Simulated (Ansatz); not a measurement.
# CCSD(T)/cc-pVDZ run of C2H3F3S (methyl(trifluoromethyl) sulfide)

What is the energy change on altering one bond length of C2H3F3S (methyl(trifluoromethyl) sulfide) at CCSD(T)/cc-pVDZ? 

Program for the calculation: Ansatz 0.2.0.

54 further runs of the same task are left out: 54 set aside as unsound or not needed. Runs told in other sessions of the task aren't counted.

**1. The system as given**

The species is C2H3F3S (9 atoms), meant as a singlet with charge 0. As SMILES, `CSC(F)(F)F`. Geometry: relaxed at PBE0-D4/def2-TZVP.

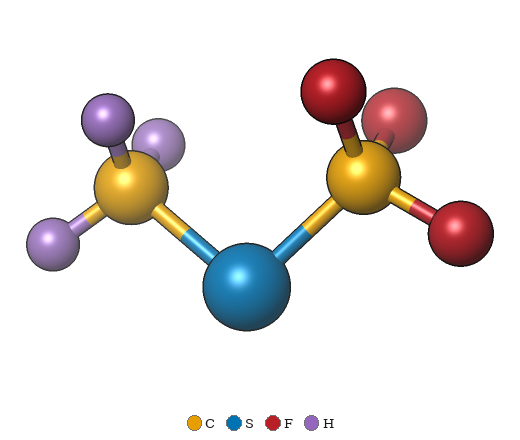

Viewed from a chosen angle; carbon amber, sulfur blue, fluorine red, hydrogen purple.

**2. A single-point energy at CCSD(T)/cc-pVDZ**

File input.yaml:

```yaml
basis:
  gaussian:
    orbitals: cc-pVDZ
crystal:
  periodic: [false, false, false]
  atoms:
    - {symbol: C, position_ang: [-0.264600, -1.100100, 0.810100]}
    - {symbol: S, position_ang: [1.180700, -0.334500, 0.060100]}
    - {symbol: C, position_ang: [0.352400, 1.022800, -0.776800]}
    - {symbol: F, position_ang: [-0.550100, 0.609400, -1.673600]}
    - {symbol: F, position_ang: [1.270600, 1.742000, -1.418200]}
    - {symbol: F, position_ang: [-0.296500, 1.835600, 0.064500]}
    - {symbol: H, position_ang: [0.112500, -1.958300, 1.366300]}
    - {symbol: H, position_ang: [-0.961900, -1.447400, 0.049200]}
    - {symbol: H, position_ang: [-0.754400, -0.415800, 1.501300]}
correlation:
  method: ccsd_t
  frozen_orbitals: {C: 1, F: 1, H: 0, S: 5}
accuracy: high
scf:
  omitted_lower_state_checks: [cluster_reference, increment]
```

Started as:

```bash
$ ansatz run input.yaml --threads 1 --pin off --max-ram 2610MiB --events-out events.jsonl --progress --plain --runs-dir runs
```

What it wrote:

```text
Warning: RAYON_NUM_THREADS=1 ignored (pool sized by the plan → 1); use --threads N
Functional definition: HF
  name "HF"
  exchange = exact_x
  correlation = 0
these checks for a lower state are left out or cut short: cluster_reference, increment
2387 factors; integrals over basis functions are off by at most 3.8e-9 eV
mean field evaluation 1: about -21039.4407 eV, gradient 4.5e1 eV
mean field evaluation 2: about -21039.6366 eV, gradient 4.5e1 eV
mean field evaluation 4: about -21043.7484 eV, gradient 3.3e0 eV
mean field evaluation 8: about -21043.8027 eV, gradient 2.0e-1 eV
mean field evaluation 16: about -21043.8029 eV, gradient 2.4e-8 eV
mean field -21043.80289791 eV, -773.3454924962 hartree, gradient 2.4e-8 eV, S^2 0.000000; 0 other end points of the search recorded, 0 dependent functions left out
10 core orbitals not correlated: weight in the atoms' cores, before any rotation towards them, 1.000 or more for the frozen orbitals, at most 0.000 for the correlated occupied ones
reference -21043.80289791 eV, -773.3454924962 hartree; 19, 19 occupied and 74, 74 virtual orbitals, 2387 factors
second order -26.20513876 eV of doubles, -0.00000000 eV of singles
cycle   1  -26.48904086 eV  change   -2.8e-1 eV  update   1.1e-1
cycle   2  -27.06229313 eV  change   -5.7e-1 eV  update   3.1e-2
cycle   3  -27.20150921 eV  change   -1.4e-1 eV  update   1.5e-2
cycle   4  -27.19481085 eV  change    6.7e-3 eV  update   3.1e-3
cycle   5  -27.19380716 eV  change    1.0e-3 eV  update   1.3e-3
cycle   6  -27.19404112 eV  change   -2.3e-4 eV  update   3.6e-4
cycle   7  -27.19382952 eV  change    2.1e-4 eV  update   1.3e-4
cycle   8  -27.19373569 eV  change    9.4e-5 eV  update   3.9e-5
cycle   9  -27.19373973 eV  change   -4.0e-6 eV  update   1.3e-5
cycle  10  -27.19374467 eV  change   -4.9e-6 eV  update   4.2e-6
cycle  11  -27.19374235 eV  change    2.3e-6 eV  update   1.5e-6
cycle  12  -27.19374369 eV  change   -1.3e-6 eV  update   6.0e-7
cycle  13  -27.19374429 eV  change   -6.0e-7 eV  update   2.0e-7
cycle  14  -27.19374443 eV  change   -1.5e-7 eV  update   7.9e-8
cycle  15  -27.19374453 eV  change   -1.0e-7 eV  update   3.9e-8
cycle  16  -27.19374455 eV  change   -1.6e-8 eV  update   2.4e-8
cycle  17  -27.19374456 eV  change   -8.0e-9 eV  update   1.3e-7
cycle  18  -27.19374460 eV  change   -4.5e-8 eV  update   2.9e-8
cycle  19  -27.19374460 eV  change    4.6e-9 eV  update   8.0e-9
cycle  20  -27.19374460 eV  change   -1.7e-9 eV  update   3.0e-9
perturbative correction -0.65055915 eV, -0.0239076076 hartree
Total energy: -21071.64720165 eV, -774.3687517853 hartree
Checks for a lower state left out: cluster_reference, increment
```

Wall time 80 s (1 thread of Arm Neoverse V2, shared host); peak memory 0.84 GiB.

**3. The distorted shape at the same level**

File run.yaml:

```yaml
crystal:
  periodic: [false, false, false]
  atoms:
    - {symbol: C, position_ang: [0.059858, -1.506510, 0.389440]}
    - {symbol: S, position_ang: [1.505158, -0.740910, -0.360560]}
    - {symbol: C, position_ang: [0.676858, 0.616390, -1.197460]}
    - {symbol: F, position_ang: [-0.225642, 0.202990, -2.094260]}
    - {symbol: F, position_ang: [1.595058, 1.335590, -1.838860]}
    - {symbol: F, position_ang: [-0.296500, 1.835600, 0.064500]}
    - {symbol: H, position_ang: [0.436958, -2.364710, 0.945640]}
    - {symbol: H, position_ang: [-0.637442, -1.853810, -0.371460]}
    - {symbol: H, position_ang: [-0.429942, -0.822210, 1.080640]}
basis:
  gaussian: {orbitals: cc-pVDZ}
correlation: {method: ccsd_t, frozen_orbitals: {C: 1, F: 1, H: 0, S: 5}}
accuracy: high
scf: {omitted_lower_state_checks: [cluster_reference, increment]}
```

Started as:

```bash
$ ansatz run run.yaml --threads 1 --pin off --max-ram 2610MiB --events-out events.jsonl --progress --plain --runs-dir runs
```

What it wrote:

```text
Warning: RAYON_NUM_THREADS=1 ignored (pool sized by the plan → 1); use --threads N
[... 4 set-up lines as earlier in the session ...]
these checks for a lower state are left out or cut short: cluster_reference, increment
2358 factors; integrals over basis functions are off by at most 4.1e-9 eV
mean field evaluation 1: about -21033.6002 eV, gradient 5.3e1 eV
mean field evaluation 2: about -21033.7557 eV, gradient 5.3e1 eV
mean field evaluation 4: about -21040.1232 eV, gradient 4.8e0 eV
mean field evaluation 8: about -21040.2507 eV, gradient 6.5e-1 eV
mean field evaluation 16: about -21040.2544 eV, gradient 1.0e-6 eV
mean field -21040.25435049 eV, -773.2150857837 hartree, gradient 2.4e-8 eV, S^2 0.000000; 0 other end points of the search recorded, 0 dependent functions left out; unrestricted orbitals would lower it
10 core orbitals not correlated: weight in the atoms' cores, before any rotation towards them, 1.000 or more for the frozen orbitals, at most 0.000 for the correlated occupied ones
reference -21040.25435049 eV, -773.2150857837 hartree; 19, 19 occupied and 74, 74 virtual orbitals, 2358 factors
second order -27.05930047 eV of doubles, -0.00000000 eV of singles
cycle   1  -26.91447119 eV  change    1.4e-1 eV  update   1.6e-1
cycle   2  -27.65452151 eV  change   -7.4e-1 eV  update   6.3e-2
cycle   3  -27.91672965 eV  change   -2.6e-1 eV  update   3.3e-2
cycle   4  -27.92738530 eV  change   -1.1e-2 eV  update   1.1e-2
cycle   5  -27.91240906 eV  change    1.5e-2 eV  update   6.0e-3
cycle   6  -27.91477544 eV  change   -2.4e-3 eV  update   2.1e-3
cycle   7  -27.91514185 eV  change   -3.7e-4 eV  update   9.0e-4
cycle   8  -27.91469393 eV  change    4.5e-4 eV  update   3.9e-4
cycle   9  -27.91489832 eV  change   -2.0e-4 eV  update   1.7e-4
cycle  10  -27.91515495 eV  change   -2.6e-4 eV  update   9.4e-5
cycle  11  -27.91504588 eV  change    1.1e-4 eV  update   5.7e-5
cycle  12  -27.91504674 eV  change   -8.6e-7 eV  update   3.6e-5
cycle  13  -27.91504323 eV  change    3.5e-6 eV  update   1.5e-5
cycle  14  -27.91504061 eV  change    2.6e-6 eV  update   7.3e-6
cycle  15  -27.91505270 eV  change   -1.2e-5 eV  update   3.2e-6
cycle  16  -27.91505509 eV  change   -2.4e-6 eV  update   1.6e-6
cycle  17  -27.91505561 eV  change   -5.2e-7 eV  update   8.6e-7
cycle  18  -27.91505517 eV  change    4.4e-7 eV  update   3.6e-7
cycle  19  -27.91505504 eV  change    1.3e-7 eV  update   1.9e-7
cycle  20  -27.91505498 eV  change    6.8e-8 eV  update   1.0e-7
cycle  21  -27.91505507 eV  change   -9.2e-8 eV  update   5.7e-8
cycle  22  -27.91505494 eV  change    1.3e-7 eV  update   1.5e-7
cycle  23  -27.91505497 eV  change   -2.7e-8 eV  update   4.6e-8
cycle  24  -27.91505495 eV  change    2.3e-8 eV  update   1.9e-8
cycle  25  -27.91505495 eV  change   -1.4e-9 eV  update   9.7e-9
cycle  26  -27.91505495 eV  change  -7.4e-10 eV  update   4.4e-9
perturbative correction -0.86523806 eV, -0.0317969124 hartree
Total energy: -21069.03464350 eV, -774.2727420439 hartree
Checks for a lower state left out: cluster_reference, increment
```

Run time: 91 s. Hardware: 1 thread of Arm Neoverse V2, shared host; peak memory 0.83 GiB.

**4. Results**

At CCSD(T)/cc-pVDZ, 10 core orbitals frozen:

| quantity | value |
| --- | --- |
| first shape: total energy | -774.36875 Eh |
| first shape: correlation energy (10 core orbitals frozen) | -1023.3 mEh |
| first shape: (T) correction | -23.91 mEh |
| first shape: T1 diagnostic | 0.011 |
| distorted shape: total energy | -774.27274 Eh |
| distorted shape: correlation energy (10 core orbitals frozen) | -1057.7 mEh |
| distorted shape: (T) correction | -31.80 mEh |
| distorted shape: T1 diagnostic | 0.019 |
| energy change with the C3–F6 bond stretched from 1.338 to 2.007 Å | 2.613 eV |

In words: One bond (distorted shape) is far stretched, which a spin-restricted single reference describes badly; perturbation theory on it can break down and give far too much correlation. With the C3–F6 bond stretched from 1.338 to 2.007 Å the energy rises by 2.61 eV (252 kJ/mol). The first shape isn't relaxed at this level, so the change isn't measured from a minimum. A restricted reference can't describe the breaking bond well at this length. The triples (first shape) make up 2.3 % of the correlation energy. The restricted solution (distorted shape) is unstable to spin breaking: an unrestricted one lies lower. The triples (distorted shape) make up 3.0 % of the correlation energy.
